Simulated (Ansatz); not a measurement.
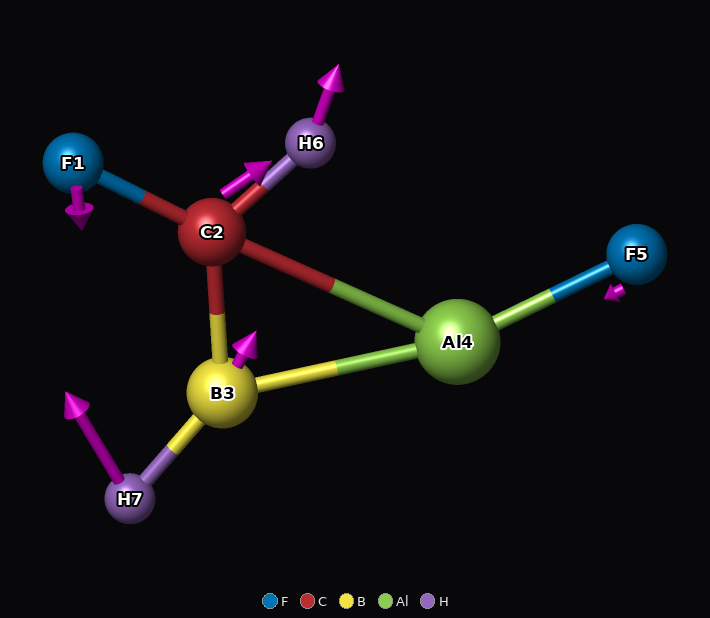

The arrows show one normal mode. Harmonic vibrations computed with RKS PBE0-D4/def2-TZVP (Ansatz 0.2.0) at a stationary point of the same level.

Q: Estimate its harmonic wavenumber.

A: 391 cm⁻¹; it is mode 5 of 15 counted from the lowest.
